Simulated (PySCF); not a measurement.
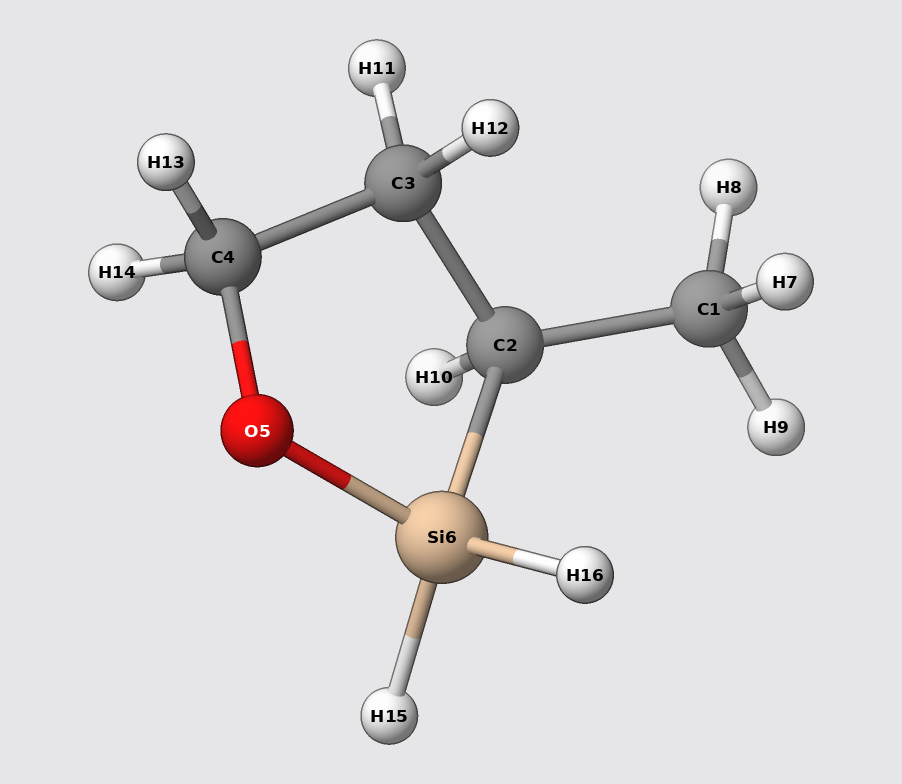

The computed structure is the end point of a PBE0-D3(BJ)/def2-SVP optimisation. No frequency run is at hand to confirm it as a minimum. Method: GIAO PBE0/pcSseg-1 NMR shielding, non-relativistic, gas phase (PySCF 2.14.0), and the same with a continuum solvent (IEF-PCM, Bondi radii x 1.2, gas-phase geometry).

How do dipole (D), HOMO–LUMO gap (eV), σ(O5) (ppm), σ(H10) (ppm), σ(H11) (ppm) change in chloroform (ε = 4.7), acetone (ε = 20.5)?

```json
{"medium": "gas phase", "dipole (D)": "1.96", "HOMO–LUMO gap (eV)": "8.36", "σ(O5) (ppm)": "294.9", "σ(H10) (ppm)": "30.08", "σ(H11) (ppm)": "29.45"}
{"medium": "chloroform", "dipole (D)": "2.35", "HOMO–LUMO gap (eV)": "8.41", "σ(O5) (ppm)": "299.2", "σ(H10) (ppm)": "29.91", "σ(H11) (ppm)": "29.34"}
{"medium": "acetone", "dipole (D)": "2.49", "HOMO–LUMO gap (eV)": "8.43", "σ(O5) (ppm)": "300.7", "σ(H10) (ppm)": "29.85", "σ(H11) (ppm)": "29.29"}
```
